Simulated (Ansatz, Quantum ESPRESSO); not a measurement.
# Ga2Se2 on 1T-SnSe2, AA stacking: the dipole at a withheld member of a series

**Set-up.** Quantum ESPRESSO 7.5, PBE, GBRV ultrasoft. Cell and atoms are relaxed without a field with a D3(BJ) correction and then held. Sawtooth field with dipole correction, 17 Å of vacuum in the starting cell, Fermi-Dirac smearing of 0.002 Ry; bands along a path at each field. The series steps the field along the normal.

| field along the normal | dipole (e Å) |
| --- | --- |
| 0 V/Å | 0.005 |
| 0.05 V/Å | 0.048 |
| 0.1 V/Å | 0.090 |
| 0.2 V/Å | 0.176 |
| 0.3 V/Å | 0.263 |

**Question.** What is the dipole at 0.4 V/Å?

By hand: The rows at 0.2 V/Å and 0.3 V/Å give a slope of (0.263 − (0.176))/(0.3 − (0.2)) = 0.87, so a straight line gives 0.350 e Å. A parabola through these and the row at 0.1 V/Å gives 0.351 e Å.

**Check.** 0.353 e Å. The line misses by −0.003 and the parabola by −0.002 e Å. Both misses are under 5 % of the step from the nearer row.

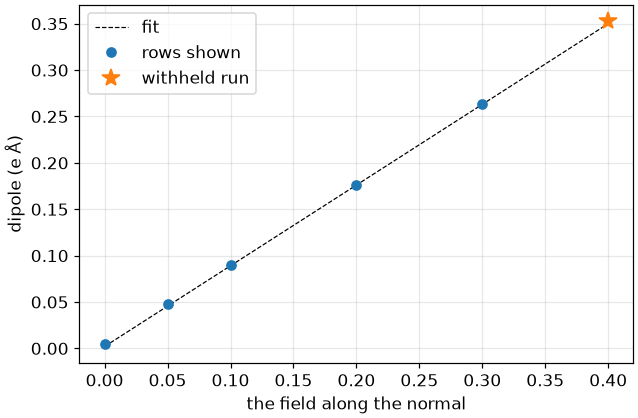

The rows shown, the fit and the withheld run.

Caveats: Ions are held; semilocal gaps are too small; in strong fields empty levels can belong to the vacuum; one stacking. The layers share one strained lattice. Members without a usable value, or on the other side of zero field or charge, are not listed.
